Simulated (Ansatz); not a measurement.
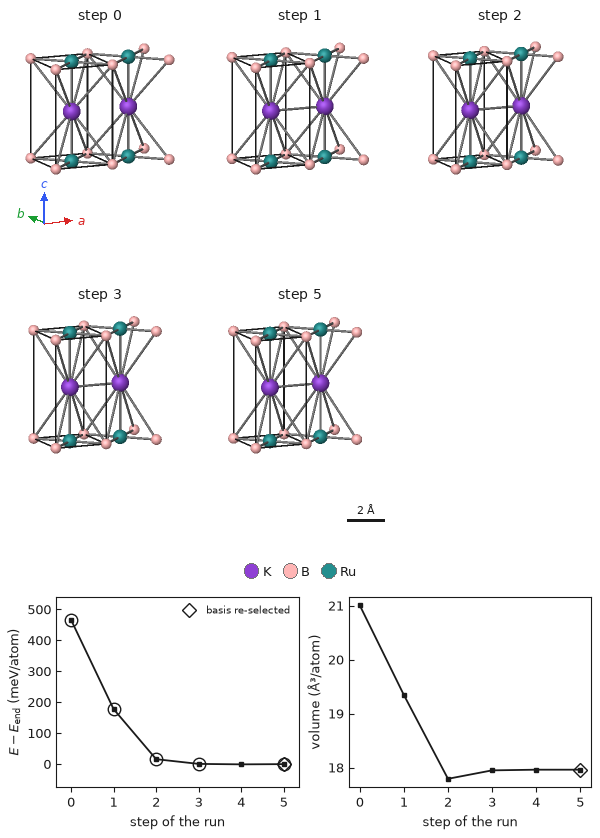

Frames of a relaxation of solid KBRu (a generated structure, set up in P4/mmm) (coarse preliminary run), marked on the history of the run. The picture is a ball-and-stick view of the cell of the calculation, repeated 2 × 1 × 1 with one cell outlined, seen slightly off an axis.

Level of theory: Ansatz 0.2.0, DFT PBE, scalar-relativistic, plane waves, PAW. (plane-wave cutoff 420 eV; k-point mesh 6 × 6 × 4; occupations gaussian; smearing width 0.1 eV; no spin polarisation; cell and atoms relaxed; force threshold 0.04 eV/Å; at most 70 steps)

Question: What happens along the run?

Answer: Over 4 accepted moves (5 points after the start) the energy falls by 466 meV per atom. All forces vanish by symmetry, so only the cell relaxes. Pressure: −13.23 GPa at the start and 0.08 GPa at the end. The SCF was repeated once at an unchanged geometry on a basis and grid sized afresh for the cell, which shifted the energy by 0.7 meV per atom at most. The atoms keep their places relative to the cell (all moves are under 0.005 Å). The volume changes by −14.5 %, with a = b 3.374 → 3.007 Å (−10.9 %), c 5.535 → 5.958 Å (+7.6 %). Near-neighbour distances that change, for instance: K–K 3.374 → 3.007 Å, B–Ru 2.386 → 2.127 Å, K–Ru 2.768 → 2.979 Å, B–K 3.654 → 3.660 Å. The space group stays P4/mmm (No. 123). Cost: 9.9 s on 1 thread of Intel(R) Xeon(R) 6975P-C (Granite Rapids) (shared host), peak memory 0.42 GiB. From step 0 to 1: volume −7.9 %, energy −288 meV per atom. From step 1 to 2: volume −8.0 %, energy −162 meV per atom. From step 2 to 3: volume +0.9 %, energy −15.3 meV per atom. From step 3 to 5: energy −0.7 meV per atom.
